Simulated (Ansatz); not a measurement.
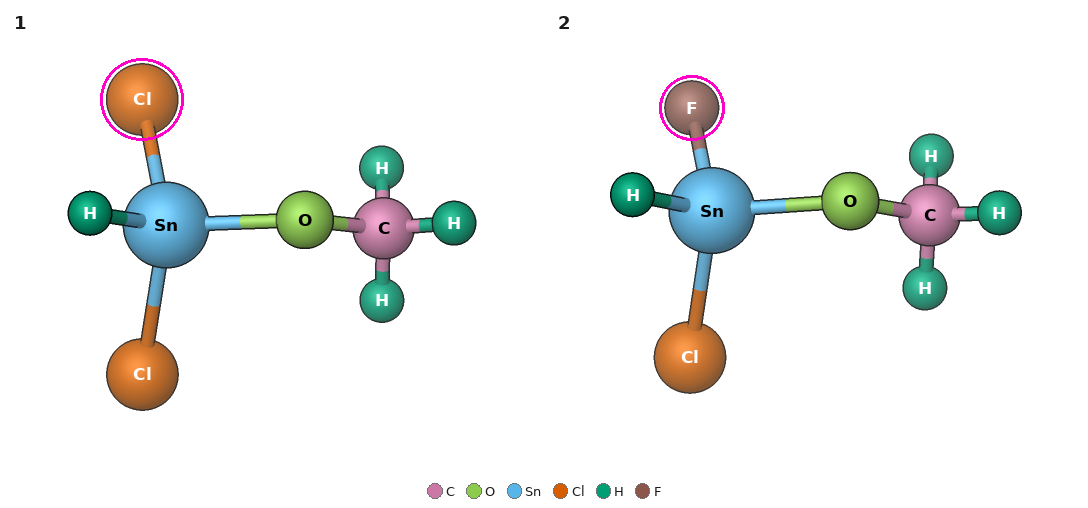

2 molecules with one skeleton, seen from the same side and at one scale; the atom that differs is circled. Each species is neutral and a spin singlet. Computed geometries: PBE0-D4/def2-TZVP optimisations, one conformation each. Properties computed with Ansatz 0.2.0. Elements past Kr carry core potentials.

One atom differs, called X below: Cl in panel 1, F in panel 2. Their formulas are CH4Cl2OSn (`C[O][SnH]([Cl])[Cl]`), CH4ClFOSn (`C[O][Sn@@H]([F])[Cl]`).

> In which is the HOMO–LUMO gap larger (PBE0-D4/def2-SVP)?

In panel 2 (X = F).

> In which is the length of X–Sn larger (PBE0-D4/def2-TZVP)?

In panel 1 (X = Cl).

Give the values. With PBE0-D4/def2-TZVP: length of X–Sn (Å), angle X–Sn–H (°). With PBE0-D4/def2-SVP: HOMO energy (Kohn–Sham orbital) (eV), HOMO–LUMO gap (eV). With PBE-D4/def2-TZVPP: dipole moment (D).

```json
{"quantity": "length of X–Sn (Å)", "1 (Cl)": "2.312", "2 (F)": "1.910", "2 − 1": "−0.402"}
{"quantity": "angle X–Sn–H (°)", "1 (Cl)": "112.6", "2 (F)": "110.2", "2 − 1": "−2.4"}
{"quantity": "HOMO energy (Kohn–Sham orbital) (eV)", "1 (Cl)": "−8.25", "2 (F)": "−8.32", "2 − 1": "−0.07"}
{"quantity": "HOMO–LUMO gap (eV)", "1 (Cl)": "6.69", "2 (F)": "6.90", "2 − 1": "+0.21"}
{"quantity": "dipole moment (D)", "1 (Cl)": "1.20", "2 (F)": "1.64", "2 − 1": "+0.44"}
```
